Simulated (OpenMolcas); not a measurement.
# GaHCl2O (SMILES [OH][Ga]([Cl])[Cl]): levels of theory compared

Aim: a comparison of 6 runs (HF/def2-SVP, B3LYP/def2-SVP, BHLYP/def2-SVP, M06-2X/def2-SVP, r2SCAN/def2-SVP, revPBE/def2-SVP) of GaHCl2O. 

The calculation is run with OpenMolcas 26.06.

1 further run of the same task is left out (set aside as unsound or not needed).

### 1 The structure to begin with

The species is GaHCl2O (5 atoms), meant as a singlet with charge 0. As SMILES, `[OH][Ga]([Cl])[Cl]`. The O1–H5 distance was set to 1.442 Å, away from the relaxed value. At this shape a bond of the SMILES string is far longer than usual.

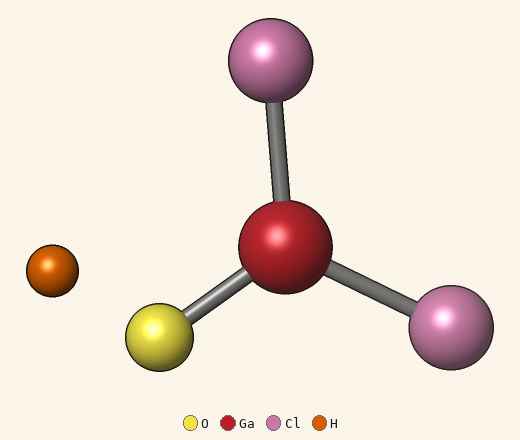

The structure, seen from a chosen angle (oxygen yellow, gallium red, chlorine pink, hydrogen orange).

### 2 The energy at HF/def2-SVP (run 1)

The input, mol.input:

```
&gateway
baslib = $CurrDir
coord
5
angstrom
O        0.589329       1.113215       0.491835
Ga       0.453329      -0.635885       0.302735
Cl       1.834829      -1.876285       1.303635
Cl      -1.073071      -1.477685      -0.909865
H       -0.415200       1.837400      -0.246000
basis = def2-SVP
group = NoSym
&seward
&scf
thresholds = 1e-10 1e-07 1e-07 1e-05
prorbitals = 0
```

The basis set def2-SVP is read from a file made from the Basis Set Exchange's data (not shown).

On the command line:

```sh
$ export MOLCAS_MEM=1860
$ pymolcas mol.input > mol.log
```

The program printed:

```text
--- Start Module: gateway ---
[...]
--- Stop Module: gateway /rc=_RC_ALL_IS_WELL_ ---
--- Start Module: seward ---
[...]
      Basis functions           87
--- Stop Module: seward /rc=_RC_ALL_IS_WELL_ ---
[...]
--- Start Module: scf ---
[...]
       Convergence after  15 Iterations
[...]
::    Total SCF energy                              -2917.1405298287
[...]
      Total spin, S                                     0.0000000000
[...]
      Total electronic charge=   74.000000
      Total            charge=   -0.000000
[...]
      Dipole Moment (debye):
      Origin of the operator (angstrom)=    0.4292   -0.9075    0.2711
                   X= -1.3638E+00               Y=  1.2345E+00               Z= -9.9034E-01           Total=  2.0892E+00
      Quadrupole Moment (debye*angstrom):
[...]
--- Stop Module: scf /rc=_RC_ALL_IS_WELL_ ---
[...]
```

Run time: 10 s. Hardware: 1 thread of Intel Xeon Platinum 8259CL at 2.50GHz (Skylake/Cascade Lake), shared host; peak memory 0.48 GiB.

### 3 A single-point energy at B3LYP/def2-SVP (run 2)

The input, job.inp:

```
* Cl2GaHO Kohn-Sham DFT

&GATEWAY
 BasLib=$CurrDir
 Coord
 5
 angstrom
 O        0.589329       1.113215       0.491835
 Ga       0.453329      -0.635885       0.302735
 Cl       1.834829      -1.876285       1.303635
 Cl      -1.073071      -1.477685      -0.909865
 H       -0.415200       1.837400      -0.246000
 Basis=def2-SVP
 Group=NoSym

&SEWARD
 GridInput
 Grid=UltraFine
 End of Grid

&SCF
 KSDFT=B3LYP
 Thresholds=1e-10 1e-07 1e-07 1e-05
 PrOrbitals=1 2
```

The basis set def2-SVP is read from a file made from the Basis Set Exchange's data (not shown).

On the command line:

```sh
$ export MOLCAS_MEM=1860
$ pymolcas job.inp > job.log
```

The program printed:

```text
--- Start Module: gateway ---
[...]
--- Stop Module: gateway /rc=_RC_ALL_IS_WELL_ ---
--- Start Module: seward ---
[...]
      Basis functions           87
--- Stop Module: seward /rc=_RC_ALL_IS_WELL_ ---
[...]
--- Start Module: scf ---
[...]
       Convergence after  15 Iterations
[...]
::    Total KS-DFT energy                           -2920.6134811880
[...]
      Total spin, S                                     0.0000000000
[...]
      Total electronic charge=   74.000000
      Total            charge=   -0.000000
[...]
      Dipole Moment (debye):
      Origin of the operator (angstrom)=    0.4292   -0.9075    0.2711
                   X= -1.1344E+00               Y=  1.2636E+00               Z= -8.1233E-01           Total=  1.8824E+00
      Quadrupole Moment (debye*angstrom):
[...]
--- Stop Module: scf /rc=_RC_ALL_IS_WELL_ ---
[...]
```

It took 22 s on 1 thread of Intel Xeon Platinum 8259CL at 2.50GHz (Skylake/Cascade Lake), shared host; peak memory 0.48 GiB.

Runs 3 to 5 aren't shown in full; the table further down has their settings and results.

### 4 A single-point energy at revPBE/def2-SVP (run 6)

The input, test.inp:

```
* Cl2GaHO Kohn-Sham DFT
>>> EXPORT MOLCAS_PRINT=2

&GATEWAY
  BasLib = $CurrDir
  Coord
  5
  angstrom
  O        0.589329       1.113215       0.491835
  Ga       0.453329      -0.635885       0.302735
  Cl       1.834829      -1.876285       1.303635
  Cl      -1.073071      -1.477685      -0.909865
  H       -0.415200       1.837400      -0.246000
  Basis = def2-SVP
  Group = NoSym

&SEWARD
  GridInput
  Grid=UltraFine
  End of Grid

&SCF
  KSDFT = revPBE
  Thresholds = 1e-10 1e-07 1e-07 1e-05
  PrOrbitals = 0
```

The basis set def2-SVP is read from a file made from the Basis Set Exchange's data (not shown).

On the command line:

```sh
$ export MOLCAS_MEM=1860
$ pymolcas test.inp > test.log
```

The program printed:

```text
--- Start Module: gateway ---
[...]
--- Stop Module: gateway /rc=_RC_ALL_IS_WELL_ ---
--- Start Module: seward ---
[...]
      Basis functions           87
--- Stop Module: seward /rc=_RC_ALL_IS_WELL_ ---
[...]
--- Start Module: scf ---
[...]
       Convergence after  17 Iterations
[...]
::    Total KS-DFT energy                           -2920.2080863574
[...]
      Total spin, S                                     0.0000000000
[...]
      Total electronic charge=   74.000000
      Total            charge=   -0.000000
[...]
      Dipole Moment (debye):
      Origin of the operator (angstrom)=    0.4292   -0.9075    0.2711
                   X= -1.0449E+00               Y=  1.3548E+00               Z= -7.3901E-01           Total=  1.8637E+00
      Quadrupole Moment (debye*angstrom):
[...]
--- Stop Module: scf /rc=_RC_ALL_IS_WELL_ ---
[...]
```

Run time: 23 s. Hardware: 1 thread of Intel Xeon Platinum 8259CL at 2.50GHz (Skylake/Cascade Lake), shared host; peak memory 0.48 GiB.

### 5 The series

| run | level | integration grid | energy (Eh) | dipole moment (D) | HOMO energy (eV) | LUMO energy (eV) | wall time |
| --- | --- | --- | --- | --- | --- | --- | --- |
| 1 | HF/def2-SVP | – | -2917.140530 | 2.09 | -12.56 | 1.32 | 10 s |
| 2 | B3LYP/def2-SVP | UltraFine | -2920.613481 | 1.88 | -8.71 | -2.74 | 22 s |
| 3 | BHLYP/def2-SVP | UltraFine | -2920.468136 | 1.99 | -10.41 | -1.37 | 24 s |
| 4 | M06-2X/def2-SVP | UltraFine | -2920.487990 | 2.08 | -10.52 | -1.34 | 30 s |
| 5 | r2SCAN/def2-SVP | UltraFine | -2920.443985 | 2.00 | -7.82 | -3.30 | 28 s |
| 6 | revPBE/def2-SVP | UltraFine | -2920.208086 | 1.86 | -7.33 | -3.48 | 23 s |

### 6 What came out

| quantity | value |
| --- | --- |
| run 6: total energy | -2920.20809 Eh |
| run 6: dipole moment | 1.86 D |
| run 6: HOMO energy | -7.33 eV |
| run 6: LUMO energy | -3.48 eV |
| run 6: HOMO–LUMO gap | 3.85 eV |

In words: The dipole moment (its size) runs from 1.86 D (revPBE/def2-SVP) to 2.09 D (HF/def2-SVP). The HOMO–LUMO gap runs from 3.85 eV (revPBE/def2-SVP) to 13.89 eV (HF/def2-SVP). Exact exchange widens orbital gaps. Totals of different functionals can't be ranked against each other. All runs together took 2.3 min, the longest 30 s.
